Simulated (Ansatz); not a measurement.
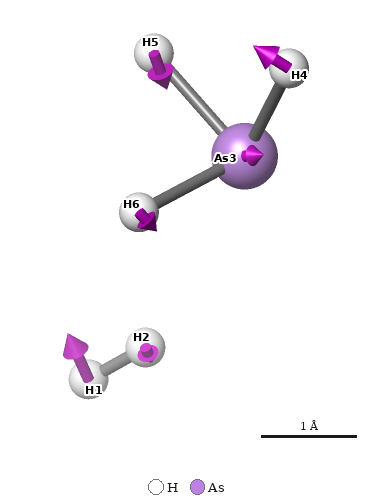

A relaxation of AsH5. The starting structure is drawn; purple arrows show the displacements, magnified 2 times. The two geometries are superimposed by the best rigid fit.

The picture is a ball-and-stick view, seen from a free direction.

These are results of Ansatz, RKS PBE0-D4/def2-TZVP, not measurements.

Input file:
```yaml
crystal:
  periodic: [false, false, false]
  atoms:
    - {symbol: H, position_ang: [0.232366, 0.334809, -2.822210]}
    - {symbol: H, position_ang: [-0.070457, -0.059806, -2.235727]}
    - {symbol: As, position_ang: [-0.348518, -0.448705, 0.834544]}
    - {symbol: H, position_ang: [-0.543327, -0.529809, 2.360771]}
    - {symbol: H, position_ang: [1.180965, -0.383169, 0.996263]}
    - {symbol: H, position_ang: [-0.450930, 1.086780, 0.866459]}
basis:
  gaussian: {orbitals: def2-TZVP}
hamiltonian: {xc: pbe0, dispersion: d4}
relax: {f_tol: 0.005, max_steps: 200}
```

Launched with:
```bash
ansatz run in.yaml --threads 2 --pin off --events-out ev --progress --plain --max-ram 5222MiB
```

**Atoms of which element are displaced furthest, and by how much?**

Hydrogen: up to 0.32 Å, against 0.13 Å for arsenic.

**What did the optimiser do to the structure, and how much energy did it gain?**

After 23 accepted moves (30 points after the start) the energy has fallen by 0.020 eV. Largest force component: 0.57 eV/Å at the start, 0.0026 eV/Å at the end. The line search rejected the trial steps at points 5, 9, 10, 12, 14, 22, 28 of the run. The forces were under the threshold at step 4, but the run went on from there. H1 moves most after the best rigid fit: 0.32 Å. Largest moves by element: H 0.32 Å, As 0.13 Å. Some distances before and after: H1–H2 0.769 → 0.747 Å, As3–H4 1.541 → 1.522 Å. The run took 26 s on 2 threads of Arm Neoverse V1, on a shared host.

Limits of the set-up: the start holds two separate molecules, 3.1 Å apart at their closest, whose relative position is a soft coordinate.
